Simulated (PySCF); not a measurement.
Vertical excitations of a molecule C2H4BFO2 from TDDFT-M06-2X/def2-SVPD run with PySCF 2.14.0, as energy in eV (oscillator strength): 5.28 (0.001), 7.93 (0.037), 8.31 (0.027), 8.34 (0.066), 8.58 (0.056), 8.95 (0.024), 9.44 (0.012), 9.63 (0.095), 9.75 (0.058), 9.80 (0.011). Lowest triplet (TDA): 4.89 eV. The structure is a stationary point at B3LYP-D3(BJ)/def2-SVP. Other conformers were not sampled.

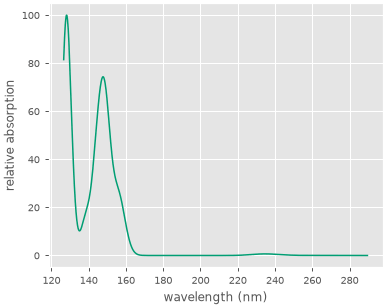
Figure: The lines broadened by 0.4 eV.

Question: Pick the molecule that these values belong to.
A) O=CB(O)CF
B) CC1OB(F)O1
C) OB(O)/C=C\F
D) CC(=O)OBF

Answer: D, CC(=O)OBF
